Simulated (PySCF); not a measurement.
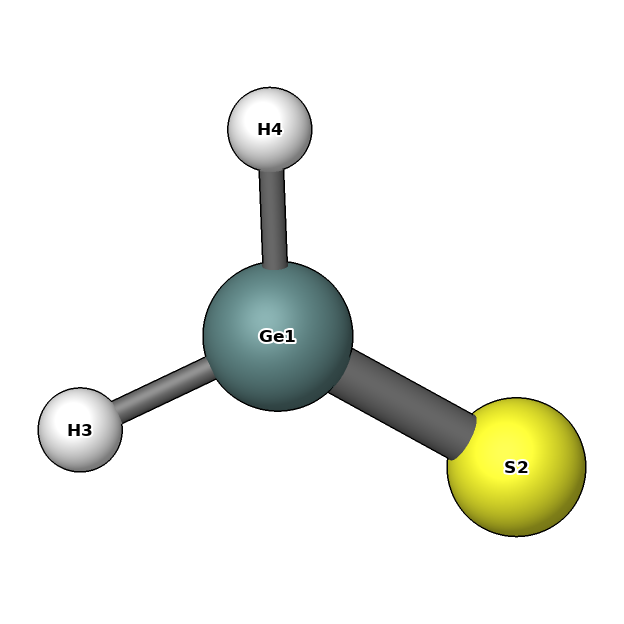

The thickness of each stick grows with its Mayer bond order. The computed structure is the end point of a PBE0/def2-TZVP optimisation. Computed with PBE0/def2-TZVP (PySCF 2.14.0).

List the Mayer bond orders of Ge1–S2, Ge1–H3 (one bond of each equivalent set).

| bond | Mayer order | length (Å) |
| --- | --- | --- |
| Ge1–S2 | 2.08 | 2.021 |
| Ge1–H3 | 0.88 | 1.540 |
